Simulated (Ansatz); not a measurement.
The calculation's input:

```
crystal:
  periodic: [false, false, false]
  atoms:
    - {symbol: C, position_ang: [-0.888419, 0.568438, -0.621282]}
    - {symbol: O, position_ang: [-0.853771, -0.872697, -0.575070]}
    - {symbol: C, position_ang: [0.375162, -1.176245, 0.116167]}
    - {symbol: Si, position_ang: [0.589422, 0.651785, 0.558781]}
    - {symbol: H, position_ang: [-0.714324, 0.934732, -1.639585]}
    - {symbol: H, position_ang: [-1.857564, 0.940394, -0.279105]}
    - {symbol: H, position_ang: [1.119586, -1.597453, -0.569280]}
    - {symbol: H, position_ang: [0.196274, -1.895442, 0.919556]}
    - {symbol: H, position_ang: [0.293266, 1.032383, 1.966327]}
    - {symbol: H, position_ang: [1.823567, 1.362904, 0.126290]}
basis:
  gaussian: {orbitals: def2-TZVPP}
hamiltonian: {xc: pbe0, dispersion: d4}
output: {orbitals: {seedname: orbitals}}
```

Command:

```sh
ansatz run in.yaml --threads 2 --pin off --events-out ev --progress --plain --max-ram 4352MiB
```

Geometry: PBE0-D4/def2-TZVP.

Method: RKS PBE0-D4/def2-TZVPP (Ansatz 0.2.0).

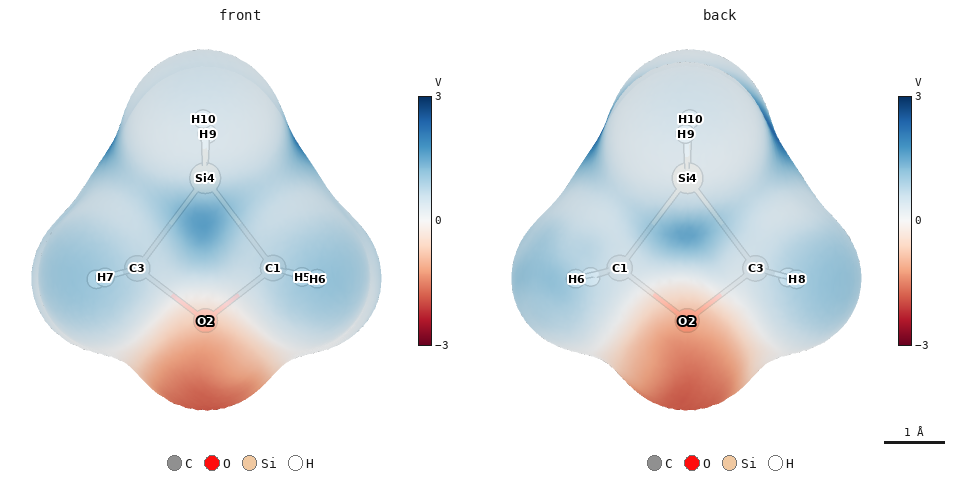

C$_{2}$H$_{6}$OSi (SMILES C1OC[SiH2]1). The electrostatic potential painted on the density surface at 0.004 e/bohr³, seen from the front and from behind; red is negative and blue positive.

> Which sites attract a positive test charge, and which a negative one?

A positive charge is drawn to the negative regions and a negative charge to the positive ones. The most negative region (about −1.8 V) lies over O2, the most positive (about +2.3 V) over Si4. O2 is the likeliest acceptor of a hydrogen bond.
